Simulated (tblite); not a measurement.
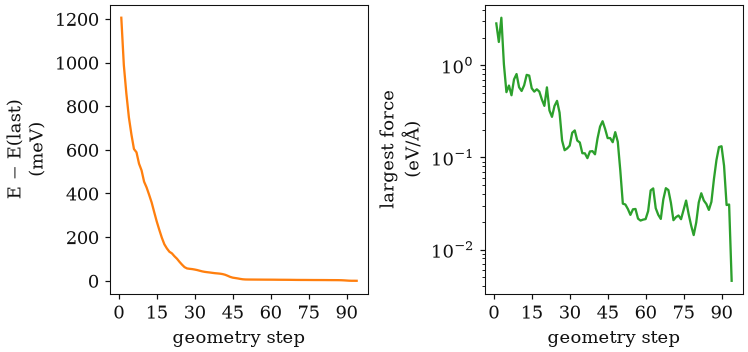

History of a geometry optimisation. AsBGeH5O (SMILES [GeH3][O]B[AsH]), multiplicity 2; GFN2-xTB geometry optimisation, gas phase in tblite.

The optimisation met its thresholds at geometry 94, counting the start as the first. The energy fell by about 1200 meV from the first step to the last. The largest force goes from about 2.8 eV/Å at the start to 5 × 10⁻³ eV/Å at the end.
